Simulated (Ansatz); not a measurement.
Input

```
crystal:
  periodic: [false, false, false]
  atoms:
    - { symbol: F, position_ang: [0.49, -1.1685, -2.4219] }
    - { symbol: Si, position_ang: [0.6011, -0.668, -0.9085] }
    - { symbol: O, position_ang: [-0.7558, 0.2124, -0.5013] }
    - { symbol: C, position_ang: [-0.646, 0.6926, 0.8261] }
    - { symbol: F, position_ang: [0.3268, 1.4987, 1.0338] }
    - { symbol: F, position_ang: [-1.8567, 1.3945, 1.0404] }
    - { symbol: F, position_ang: [-0.6549, -0.3349, 1.7168] }
    - { symbol: H, position_ang: [1.8645, 0.1801, -0.7904] }
    - { symbol: H, position_ang: [0.7195, -1.8531, -0.012] }
basis:
  gaussian:
    orbitals: def2-SVP
hamiltonian:
  xc: b3lyp
output:
  orbitals: {}
```

Run with:

```sh
python run_energy.py
```

These are results of SCF B3LYP, Gaussian basis (Ansatz 0.2.0), not measurements.

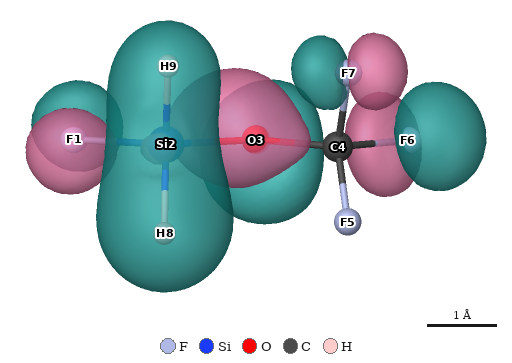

CH$_{2}$F$_{4}$OSi (SMILES F[SiH2]OC(F)(F)F). The HOMO−1 at ±0.08 Å⁻³ᐟ² (teal and pink are the two phases), seen across its widest extent.

**Where does this orbital lie, and at what energy?**

By Hirshfeld shares it lies mainly on O3 (about 40 %), F6 (about 20 %), Si2 (about 15 %), H8 (about 10 %) and F1 (about 10 %). Its energy is −10.84 eV.
